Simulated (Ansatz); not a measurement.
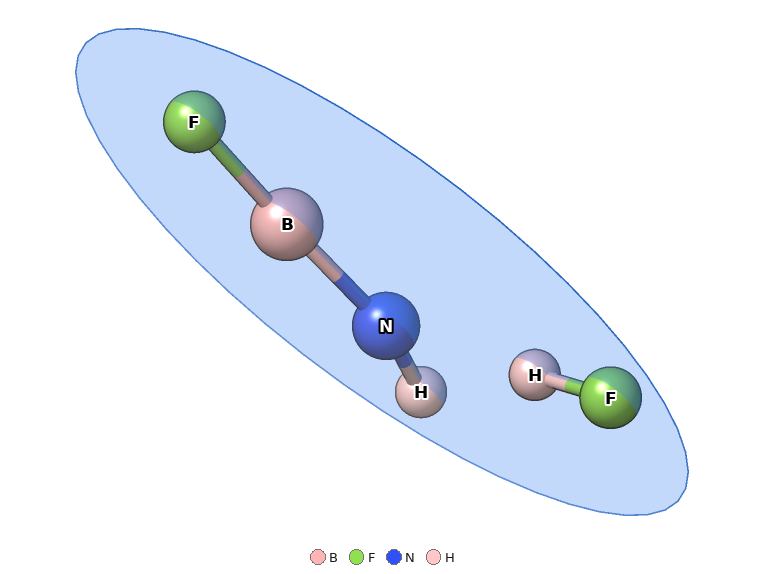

All proper rotation axes (lines) and mirror planes (discs) of the structure are drawn in. Atoms fade into the background with distance from the viewer. The geometry was computed by an optimisation with PBE0-D4/def2-TZVP.

Name the symmetry elements and the point group.

It has 1 mirror plane. Point group Cs. The group has 2 operations. The geometry is achiral, and symmetry allows a dipole moment.
